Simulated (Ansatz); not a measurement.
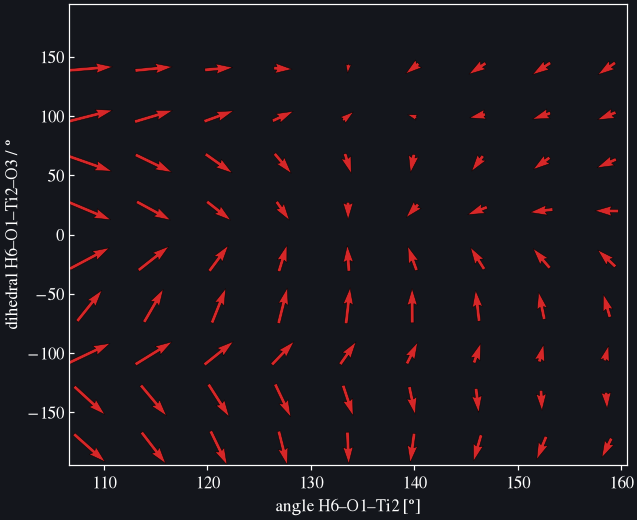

FH₃O₃Ti, SMILES [OH][Ti]([OH])([OH])[F]. First axis: angle H6–O1–Ti2. Second axis: dihedral H6–O1–Ti2–O3. Nothing is relaxed (all other coordinates rigid). The scan uses a 9 × 9 grid. Points are written as (first, second). These are results of RKS B3LYP-D4/def2-SVP in Ansatz, not measurements.

In the figure: arrows along the force (downhill), their lengths compressed.

> The arrows alone are given. Where are the wells?

The arrows converge at about (133°, 5°); (133.6°, 140°) (160 cm⁻¹ up) (read from the interpolated surface).

The energy map of the same scan:

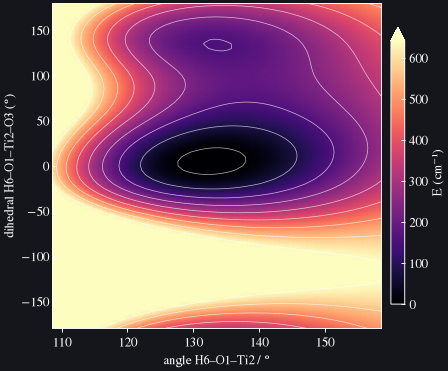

Energies are in cm⁻¹, from the lowest grid point; between grid points the surface is interpolated.
